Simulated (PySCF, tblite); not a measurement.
# CH₁₁NSi₃: dynamics, then NMR shifts on frames

How do NMR shifts of CH₁₁NSi₃ (`CN[SiH2][SiH2][SiH3]`) change as the atoms move?

Computed with tblite 0.8.0 and PySCF 2.14.0, with density-fitted response routines of our own, on a single molecule in the gas phase. Atoms count from 0, in the outputs and in this text.

**1. Starting geometry**

16 atoms, charge 0, multiplicity 1; geometry from: GFN2-xTB.

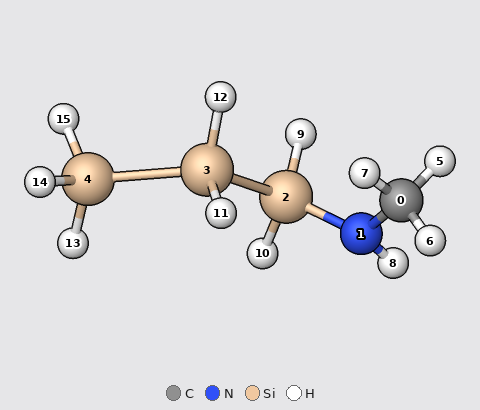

As it starts; carbon grey, nitrogen blue, silicon light orange, hydrogen white, atoms numbered.

**2. A short Langevin run with GFN2-xTB**

The job: settings as JSON, then the geometry in Å.

```
{"job": {"kind": "md", "xc": "GFN2-xTB", "basis": "xTB", "temperature": 300, "steps": 2000, "every": 50, "frames": 5}, "charge": 0, "multiplicity": 1}
C     -2.664062     0.016024     0.568990
N     -1.946424     0.740631    -0.450376
Si    -0.511405     0.156678    -1.201971
Si     1.006868    -0.397008     0.454708
Si     3.230607    -0.089823    -0.092662
H     -3.359724    -0.723073     0.153415
H     -3.233556     0.708285     1.193392
H     -1.947512    -0.508952     1.198767
H     -2.572027     1.303792    -1.007415
H     -0.742457    -0.973918    -2.128760
H     -0.120861     1.295591    -2.040547
H      0.717599     0.326852     1.707093
H      0.813725    -1.803373     0.867140
H      3.453562     1.175043    -0.800724
H      4.136614    -0.071680     1.058076
H      3.731454    -1.146124    -0.977201
```

With the program's defaults for keys left out, this is: GFN2-xTB Langevin dynamics, gas phase.

Command:

```console
$ OMP_NUM_THREADS=1 python probes_run.py task.json out
```

One launch serves the whole session: the jobs run in the order shown.

Log:

```text
t/fs     T/K      E/eV
    0.0   244.0   -431.21687
   25.0   214.8   -431.01134
   50.0   196.8   -430.94838
   75.0   194.6   -430.91474
  100.0   169.4   -430.85971
  125.0   232.9   -430.86827
  150.0   217.2   -430.82193
  175.0   239.0   -430.86104
  200.0   272.3   -430.72206
  225.0   258.7   -430.78732
  250.0   242.0   -430.69187
  275.0   262.2   -430.73221
  300.0   382.2   -430.78639
  325.0   338.6   -430.57979
  350.0   330.8   -430.58859
  375.0   419.9   -430.65711
  400.0   287.4   -430.53048
  425.0   349.9   -430.60751
  450.0   338.5   -430.56529
  475.0   244.2   -430.74629
  500.0   278.4   -430.75689
  525.0   276.3   -430.78492
  550.0   260.7   -430.73239
  575.0   317.3   -430.78262
  600.0   237.3   -430.69161
  625.0   285.2   -430.73774
  650.0   203.0   -430.71319
  675.0   173.7   -430.59293
  700.0   256.9   -430.85908
  725.0   181.6   -430.77186
  750.0   221.0   -430.76109
  775.0   324.2   -430.89343
  800.0   340.6   -430.70645
  825.0   318.9   -430.66636
  850.0   317.0   -430.61403
  875.0   226.2   -430.62548
  900.0   253.7   -430.58803
  925.0   308.9   -430.58749
  950.0   355.3   -430.82244
  975.0   280.4   -430.75619
 1000.0   305.0   -430.80611
```

Run time: 15 s. Hardware: 1 thread of AMD EPYC 7R43, shared host; peak memory 0.18 GiB.

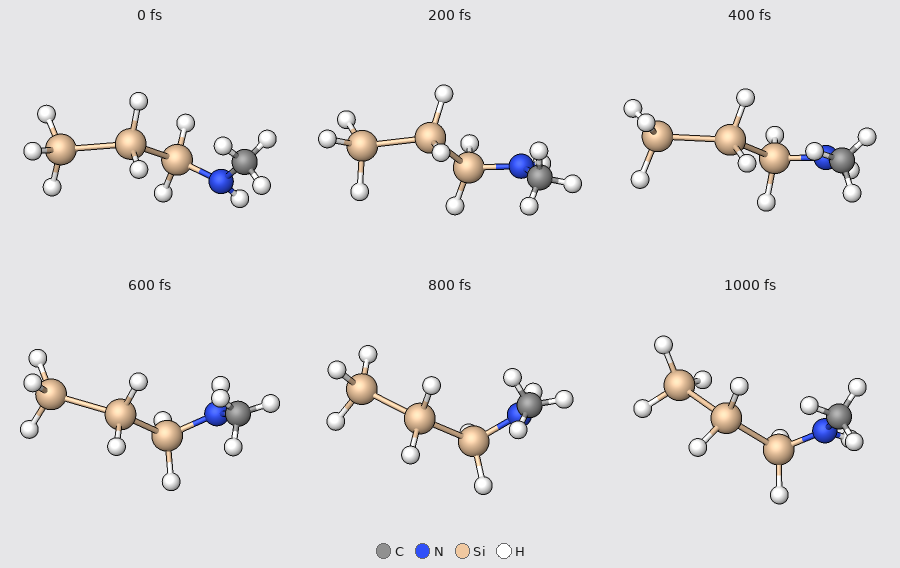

Frames of the run.

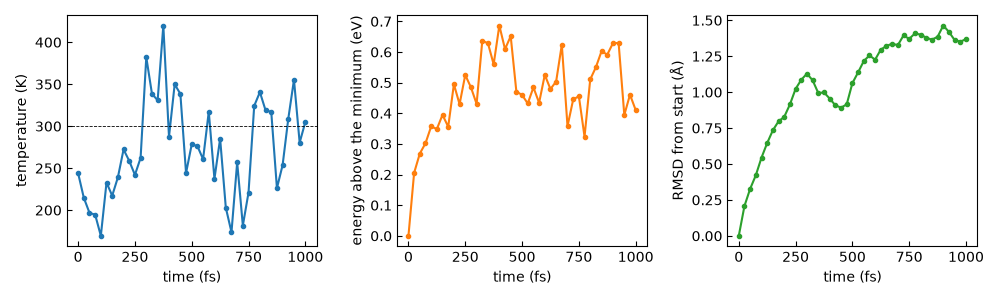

Temperature, potential energy and distance from the start.

Positions (Å) and forces (eV/Å) at 1000 fs:

```xyz
16

C    -3.038   -0.162    2.071    2.034   -0.169   -0.657
N    -2.614    0.403    0.737   -1.819   -1.281    2.191
Si   -1.167    1.100    0.247    0.539    0.495   -0.329
Si    0.559    0.095    1.328    1.264   -0.347   -0.144
Si    2.096   -0.795   -0.245   -0.678    0.152    0.855
H    -2.069   -0.505    2.590   -1.356    0.697   -0.535
H    -3.586   -1.109    1.878   -0.133    0.908    0.268
H    -3.553    0.588    2.724    0.238   -0.811   -0.693
H    -3.435    0.667    0.229   -0.284    0.042   -0.206
H    -1.205    0.831   -1.189    0.137   -0.088   -0.252
H    -1.250    2.556    0.296    0.151    0.411    0.158
H     1.436    1.024    2.104   -0.414   -0.156    0.032
H     0.197   -1.006    2.256    0.039    0.238   -0.019
H     3.236    0.025   -0.546    0.427    0.391   -0.080
H     2.661   -2.087    0.087    0.070   -0.313    0.058
H     1.347   -0.920   -1.462   -0.215   -0.167   -0.645
```

**3. Shielding tensors: 250 fs, PBE0/pcSseg-1**

The job: settings as JSON, then the geometry in Å.

```
{"job": {"kind": "nmr", "xc": "PBE0", "basis": "pcSseg-1", "pop": false}, "charge": 0, "multiplicity": 1}
C     -2.983000     0.408600     0.834200
N     -2.458000    -0.122500    -0.366200
Si    -0.748900     0.261900    -0.820100
Si     0.517800    -0.940900     0.687100
Si     2.746700    -0.323100     0.402100
H     -2.408000     0.024600     1.668400
H     -4.003200     0.149200     1.045900
H     -2.943600     1.452600     0.911400
H     -3.088200    -0.050700    -1.132300
H     -0.905900     0.038000    -2.263900
H     -0.326000     1.660100    -0.479800
H     -0.008600    -0.546900     2.007900
H      0.452600    -2.388700     0.431200
H      2.763600     1.139600    -0.039700
H      3.381800    -0.201700     1.678800
H      3.574200    -1.101300    -0.579400
```

Method: GIAO PBE0/pcSseg-1 NMR shielding, non-relativistic, gas phase.

Log:

```text
coarse grid: 13840 points
cycle   1  E = -967.3415189174  dE =  5.060e-02  |g| = 3.916e-01  |ddm| = 3.446e+00
cycle   2  E = -967.3031481515  dE =  3.837e-02  |g| = 5.677e-01  |ddm| = 1.097e+00
cycle   3  E = -967.3777579734  dE = -7.461e-02  |g| = 5.717e-02  |ddm| = 7.349e-01
cycle   4  E = -967.3783750096  dE = -6.170e-04  |g| = 1.917e-02  |ddm| = 6.149e-02
cycle   5  E = -967.3784542386  dE = -7.923e-05  |g| = 4.745e-03  |ddm| = 1.678e-02
cycle   6  E = -967.3784592481  dE = -5.010e-06  |g| = 3.150e-04  |ddm| = 4.261e-03
final grid: 117072 points
cycle   7  E = -967.4029148964  dE = -1.894e-05  |g| = 6.641e-03  |ddm| = 1.921e-02
cycle   8  E = -967.4029069414  dE =  7.955e-06  |g| = 8.819e-03  |ddm| = 1.470e-02
cycle   9  E = -967.4029246969  dE = -1.776e-05  |g| = 9.979e-04  |ddm| = 9.123e-03
cycle  10  E = -967.4029248970  dE = -2.002e-07  |g| = 1.933e-04  |ddm| = 9.625e-04
cycle  11  E = -967.4029249048  dE = -7.714e-09  |g| = 2.834e-05  |ddm| = 1.418e-04
cycle  12  E = -967.4029249049  dE = -1.785e-10  |g| = 7.799e-06  |ddm| = 5.077e-05
converged SCF energy = -967.4029249049

GIAO shielding tensors (ppm)
atom      isotropic    diamagn.    paramagn.     s11        s22        s33       span
  0 C      160.023     243.153     -83.129    134.235    151.786    194.049     59.814
  1 N      260.715     321.485     -60.769    223.642    267.847    290.657     67.014
  2 Si     375.935     880.886    -504.951    280.797    384.528    462.480    181.684
  3 Si     486.586     882.259    -395.673    466.497    483.554    509.707     43.210
  4 Si     471.249     880.209    -408.960    449.977    470.528    493.242     43.265
  5 H       29.277      30.616      -1.338     23.968     29.148     34.716     10.748
  6 H       29.595      27.462       2.133     24.930     26.873     36.981     12.051
  7 H       30.492      30.276       0.217     25.499     28.044     37.935     12.436
  8 H       32.171      32.281      -0.110     22.227     30.363     43.922     21.695
  9 H       26.569      30.920      -4.351     22.556     25.755     31.396      8.840
 10 H       26.417      30.801      -4.384     22.017     26.100     31.135      9.119
 11 H       27.787      30.719      -2.932     23.362     27.184     32.814      9.452
 12 H       28.263      30.147      -1.883     24.266     26.088     34.435     10.169
 13 H       27.604      28.926      -1.322     24.051     26.449     32.312      8.260
 14 H       28.527      29.451      -0.924     24.781     26.155     34.645      9.864
 15 H       27.811      28.473      -0.661     24.636     25.213     33.585      8.949
```

Run time: 13 s. Hardware: 1 thread of AMD EPYC 7R43, shared host; peak memory 0.73 GiB.

The references, computed at this level on geometries of the same kind, shield at (ppm): 1H TMS 31.72, 13C TMS 186.9, 29Si TMS 349.2, 15N NH3 267.7. Their shielding less the atom's gives the shift. The references are single molecules in the gas phase, so shifts against H2O, NH3, PH3, H3PO4 or CFCl3 are not on the usual liquid scales and can be off by tens of ppm. Each atom is listed at this fixed geometry, with no averaging over motion; a spectrum would average atoms that exchange fast.

| atoms | environment | σ (ppm) | δ (ppm) |
| --- | --- | --- | --- |
| C0 | methyl carbon bonded to N | 160.0 | 26.9 |
| H10 | hydrogen on a silicon bonded to N, Si | 26.42 | 5.30 |
| H9 | hydrogen on a silicon bonded to N, Si | 26.57 | 5.15 |
| H13 | hydrogen on a silicon bonded to Si | 27.60 | 4.11 |
| H11 | hydrogen on a silicon bonded to 2 Si | 27.79 | 3.93 |
| H15 | hydrogen on a silicon bonded to Si | 27.81 | 3.91 |
| H12 | hydrogen on a silicon bonded to 2 Si | 28.26 | 3.45 |
| H14 | hydrogen on a silicon bonded to Si | 28.53 | 3.19 |
| H5 | hydrogen on a methyl carbon bonded to N | 29.28 | 2.44 |
| H6 | hydrogen on a methyl carbon bonded to N | 29.59 | 2.12 |
| H7 | hydrogen on a methyl carbon bonded to N | 30.49 | 1.22 |
| H8 | hydrogen on a nitrogen bonded to C, Si | 32.17 | -0.45 |
| N1 | nitrogen bonded to C, Si, H | 260.7 | 7.0 |
| Si2 | silicon bonded to N, Si, 2 H | 375.9 | -26.8 |
| Si4 | silicon bonded to Si, 3 H | 471.2 | -122.1 |
| Si3 | silicon bonded to 2 Si, 2 H | 486.6 | -137.4 |

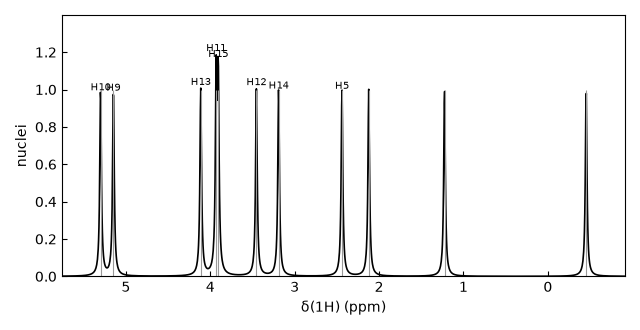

1H lines at the computed shifts, without couplings. Lines are broadened to a width of 0.02 ppm (Lorentzian).

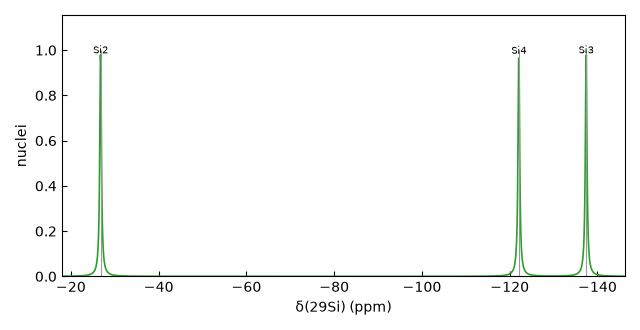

29Si lines at the computed shifts, without couplings. Lines are broadened to a width of 0.44 ppm (Lorentzian).

**4. Nuclear shieldings: 425 fs, PBE0/pcSseg-1**

The job: settings as JSON, then the geometry in Å.

```
{"job": {"kind": "nmr", "xc": "PBE0", "basis": "pcSseg-1", "pop": false}, "charge": 0, "multiplicity": 1}
C     -3.351500    -0.130300     1.162400
N     -2.850300     0.031900    -0.169100
Si    -1.168200     0.279600    -0.633200
Si     0.174400    -0.424700     1.108500
Si     2.488200    -0.511100     1.146100
H     -2.571400    -0.575900     1.716300
H     -4.248200    -0.757500     1.074900
H     -3.609800     0.873000     1.529100
H     -3.599200    -0.065800    -0.812200
H     -1.053000    -0.608800    -1.802400
H     -0.795100     1.541900    -1.440000
H     -0.008500     0.417200     2.224500
H     -0.244900    -1.812800     1.577700
H      2.968300     0.805300     0.850900
H      3.220800    -1.034000     2.302900
H      2.882800    -1.337500    -0.017100
```

With the program's defaults for keys left out, this is: GIAO PBE0/pcSseg-1 NMR shielding, non-relativistic, gas phase.

Log:

```text
coarse grid: 13840 points
cycle   1  E = -967.3310382315  dE =  7.279e-02  |g| = 3.870e-01  |ddm| = 3.449e+00
cycle   2  E = -967.3011090721  dE =  2.993e-02  |g| = 5.370e-01  |ddm| = 9.380e-01
cycle   3  E = -967.3656784351  dE = -6.457e-02  |g| = 5.696e-02  |ddm| = 6.230e-01
cycle   4  E = -967.3663654281  dE = -6.870e-04  |g| = 1.615e-02  |ddm| = 6.826e-02
cycle   5  E = -967.3664223651  dE = -5.694e-05  |g| = 4.951e-03  |ddm| = 1.624e-02
cycle   6  E = -967.3664283264  dE = -5.961e-06  |g| = 4.386e-04  |ddm| = 5.015e-03
final grid: 117072 points
cycle   7  E = -967.3910493070  dE = -1.771e-05  |g| = 6.081e-03  |ddm| = 1.642e-02
cycle   8  E = -967.3910434838  dE =  5.823e-06  |g| = 7.834e-03  |ddm| = 1.276e-02
cycle   9  E = -967.3910575200  dE = -1.404e-05  |g| = 8.877e-04  |ddm| = 7.830e-03
cycle  10  E = -967.3910576752  dE = -1.553e-07  |g| = 1.868e-04  |ddm| = 8.490e-04
cycle  11  E = -967.3910576825  dE = -7.271e-09  |g| = 2.659e-05  |ddm| = 1.400e-04
cycle  12  E = -967.3910576826  dE = -1.578e-10  |g| = 6.686e-06  |ddm| = 4.296e-05
converged SCF energy = -967.3910576826

GIAO shielding tensors (ppm)
atom      isotropic    diamagn.    paramagn.     s11        s22        s33       span
  0 C      151.967     245.967     -94.000    132.877    141.931    181.092     48.215
  1 N      267.013     323.422     -56.410    220.924    250.745    329.370    108.446
  2 Si     403.389     879.415    -476.026    331.150    371.436    507.581    176.431
  3 Si     493.807     882.091    -388.284    468.618    476.604    536.198     67.580
  4 Si     468.895     880.478    -411.583    438.353    465.970    502.363     64.010
  5 H       29.372      29.808      -0.436     23.641     31.300     33.176      9.535
  6 H       28.494      27.372       1.122     23.667     26.658     35.157     11.490
  7 H       28.085      27.423       0.663     22.515     26.269     35.472     12.958
  8 H       32.319      32.947      -0.628     21.239     31.145     44.573     23.334
  9 H       26.373      30.883      -4.510     22.897     25.094     31.127      8.229
 10 H       25.509      28.744      -3.235     21.788     23.929     30.810      9.022
 11 H       28.994      31.537      -2.543     24.440     28.181     34.362      9.923
 12 H       27.581      29.364      -1.783     23.041     26.577     33.125     10.084
 13 H       28.695      29.935      -1.240     24.693     26.757     34.634      9.941
 14 H       28.057      28.792      -0.735     24.839     25.392     33.939      9.100
 15 H       28.001      29.190      -1.189     24.126     26.237     33.641      9.516
```

Wall time 13 s (1 thread of AMD EPYC 7R43, shared host); peak memory 0.79 GiB.

Key values: δ C0 35.0, N1 0.7, Si2 -54.2, Si4 -119.7, H10 6.21, H9 5.34 ppm.

(Part 1 of 2 ends here.)
